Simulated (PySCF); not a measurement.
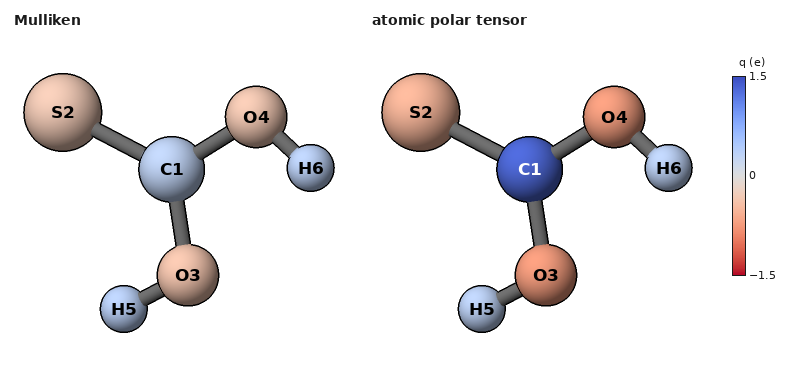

Atomic charges of one calculation by 2 schemes, on one colour scale. The computed structure is the end point of a PBE0/def2-TZVP optimisation. Method: PBE0/def2-TZVP (PySCF 2.14.0).

Which scheme gives the most polar picture (largest mean size of the charges)?

Answer. The atomic polar tensor charges are the largest in size here.

On which atom do the schemes disagree most?

Answer. On C1 (from 0.29 to 1.30 e).

List the charges (e), one line for each set of equivalent atoms.

```csv
atom,Mulliken,atomic polar tensor
C1,0.29,1.30
S2,−0.30,−0.50
O3,−0.36,−0.73
O4,−0.32,−0.71
H5,0.35,0.32
H6,0.34,0.32
```
